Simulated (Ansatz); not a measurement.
# Ligand exchange: C3H8ClGa + C3H7Cl → C2H5Cl2Ga + C4H10

Species: C3H8ClGa `C[CH2][Ga]([CH3])[Cl]`, singlet; C3H7Cl (2-chloropropane) `CC(C)Cl`, singlet; C2H5Cl2Ga `C[CH2][Ga]([Cl])[Cl]`, singlet; C4H10 (isobutane) `CC(C)C`, singlet. The partners trade CH3 for Cl: Ga–CH3 and C–Cl bonds give way to Ga–Cl and C–CH3.

Shapes, held fixed at every level: PBE0-D4/def2-TZVP. Flexible molecules stand in one conformer, not always the lowest. Programs: Ansatz 0.2.0. The zero-point and thermal change to 298 K, harmonic and unscaled (PBE0-D4/def2-TZVP), is +5.6 kJ/mol.

| level | kind | ΔH(298 K) (kJ/mol) | less CCSD(T)/def2-TZVPP |
| --- | --- | --- | --- |
| HF/def2-SVP | Hartree–Fock | -161.2 | -28.1 |
| SPW92/def2-TZVPP | LDA | -125.3 | +7.8 |
| PBE-D4/def2-TZVPP | GGA | -125.1 | +8.0 |
| B3LYP-D4/def2-TZVPP | global hybrid | -131.1 | +2.0 |
| BHLYP-D4/def2-TZVPP | global hybrid | -139.6 | -6.5 |
| B2PLYP/def2-TZVPP | double hybrid | -132.5 | +0.6 |
| CCSD/def2-TZVPP | coupled cluster or CI | -135.5 | -2.4 |
| CCSD(T)/def2-TZVPP | coupled cluster or CI | -133.1 | 0.0 |

The highest level, CCSD(T)/def2-TZVPP, gives ΔH(298 K) = -133.1 kJ/mol; the levels span -161.2 to -125.1. The column of differences is taken from that level and isn't an error. No measured value is set beside it here. Relativity is left out for Ga. Outer-core shells of Ga are correlated, in sets that cover them unevenly.

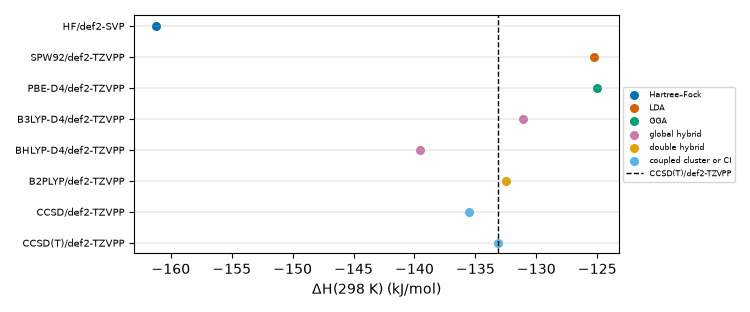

The values of the table, level by level.
